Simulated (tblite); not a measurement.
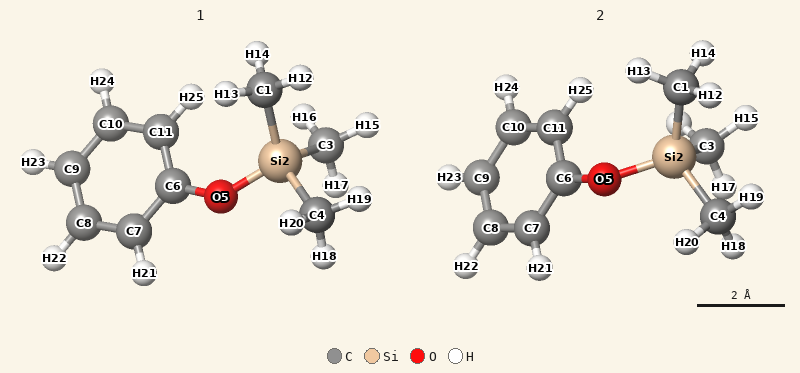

Two geometries of C9H14OSi, drawn at one scale. One is the start of a relaxation, the other its converged end. Style: ball-and-stick. Shown at a tilt.

Method: tblite, GFN2-xTB geometry optimisation, gas phase. 

Which of the two is the end point?

Structure 1 is the relaxed one. The energy falls by 0.495 eV in 131 geometry steps. The atom that moves furthest after the best rigid fit is H14 (1.08 Å). Largest moves by element: H 1.08 Å, O 0.77 Å, C 0.45 Å, Si 0.23 Å. Among the contacts that change: C1–Si2 1.853 → 1.910 Å, Si2–O5 1.690 → 1.642 Å, C1–H12 1.130 → 1.085 Å, Si2–C3 1.868 → 1.908 Å. Bond angles that change, for instance: H18–C4–H19 116.6° → 107.8°, C3–Si2–C4 105.2° → 111.7°, C4–Si2–O5 106.6° → 100.9°. Groups turn about Si2–O5 by about 45°, O5–C6 by about 40°, C1–Si2 by about 40°. The run took 2.1 s on 2 threads of Intel(R) Xeon(R) Platinum 8259CL CPU @ 2.50GHz (shared host).
